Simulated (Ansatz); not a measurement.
# CH8GaN: the cost of one run

Computed with Ansatz 0.2.0, Gaussian basis. Level: PBE0-D4, def2-SVP first, then def2-TZVP.

152 further runs of the same task are left out: 152 set aside as unsound or not needed.

### 1 The system as given

The guess: 11 atoms, charge 0, spin multiplicity 1.

Atoms are counted from 1 here; the program's logs count them from 0.

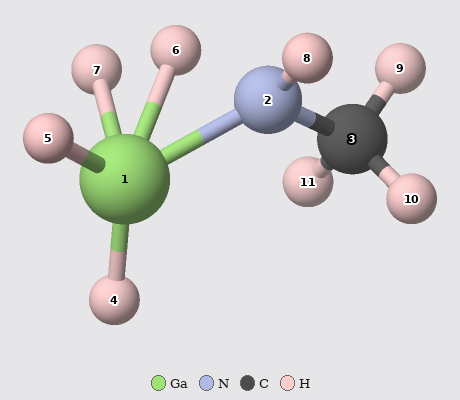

Start geometry, drawn with gallium green, nitrogen light blue, carbon dark grey, hydrogen pink; atoms are numbered from 1 in the order of the file.

Geometry (Å):

```xyz
11

Ga   -0.72670    1.29270   -0.42880
N     0.46490    0.10800    0.54580
C     0.16350   -1.32530    0.57430
H    -2.15520    0.80440   -0.79770
H    -0.39230    2.79500   -0.25240
H     0.87860    0.38020   -0.86580
H     0.50880    0.68800   -1.83730
H     1.02390    0.34930    1.36010
H     1.07920   -1.92420    0.57180
H    -0.42840   -1.59960    1.45230
H    -0.41640   -1.56860   -0.32210
```

Distances that are to change: Ga1–H7 1.97 Å, N2–H6 1.50 Å, Ga1–N2 1.94 Å, H6–H7 1.08 Å.

### 2 Relaxing the guess with the reacting distances held

hold/in.yaml

```yaml
crystal:
  periodic: [false, false, false]
  atoms:
    - {symbol: Ga, position_ang: [-0.726700, 1.292700, -0.428800]}
    - {symbol: N, position_ang: [0.464900, 0.108000, 0.545800]}
    - {symbol: C, position_ang: [0.163500, -1.325300, 0.574300]}
    - {symbol: H, position_ang: [-2.155200, 0.804400, -0.797700]}
    - {symbol: H, position_ang: [-0.392300, 2.795000, -0.252400]}
    - {symbol: H, position_ang: [0.878600, 0.380200, -0.865800]}
    - {symbol: H, position_ang: [0.508800, 0.688000, -1.837300]}
    - {symbol: H, position_ang: [1.023900, 0.349300, 1.360100]}
    - {symbol: H, position_ang: [1.079200, -1.924200, 0.571800]}
    - {symbol: H, position_ang: [-0.428400, -1.599600, 1.452300]}
    - {symbol: H, position_ang: [-0.416400, -1.568600, -0.322100]}
basis:
  gaussian: {orbitals: def2-SVP}
hamiltonian: {xc: pbe0, dispersion: d4}
relax: {f_tol: 0.04, max_steps: 150, escape_saddle: false, constraints: [{distance: [0, 6]}, {distance: [1, 5]}, {distance: [0, 1]}, {distance: [5, 6]}]}
```

Command:

```bash
> ansatz run in.yaml --threads 4 --pin off --events-out ev --progress --plain --max-ram 9574MiB
```

**Question.** How long does this run take on 4 threads of Arm Neoverse V1, shared host?

About 12 s.
